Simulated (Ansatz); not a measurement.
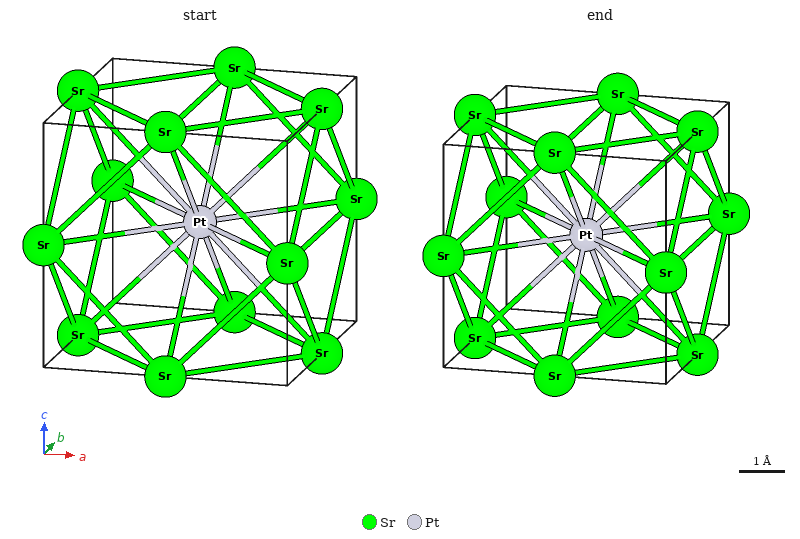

The structure of solid Sr3Pt (a generated structure, set up in Pm-3m) before (left) and after (right) a relaxation, at one scale.

The picture is a ball-and-stick view of the cell of the calculation, seen slightly off an axis.

Theory: DFT PBE, scalar-relativistic, plane waves, PAW in Ansatz 0.2.0. Set-up: plane-wave cutoff 420 eV; k-point mesh 8 × 8 × 8; occupations gaussian; smearing width 0.1 eV; no spin polarisation; cell and atoms relaxed; force threshold 0.01 eV/Å; at most 80 steps.

What changed between the two?

After 3 accepted moves (4 points after the start) the energy has fallen by 163 meV per atom. All forces vanish by symmetry, so only the cell relaxes. The pressure goes from −3.84 to 0.01 GPa. The SCF was repeated once at an unchanged geometry on a basis and grid sized afresh for the cell, which shifted the energy by 0.5 meV per atom at most. No atom moves by more than 0.005 Å relative to the cell. The drawn cell changes as follows: a = b = c 5.638 → 5.142 Å (−8.8 %); the volume changes by −24.1 %. Near-neighbour distances that change, for instance: Sr–Sr 3.986 → 3.636 Å, Pt–Sr 3.986 → 3.636 Å. The space group stays Pm-3m (No. 221).
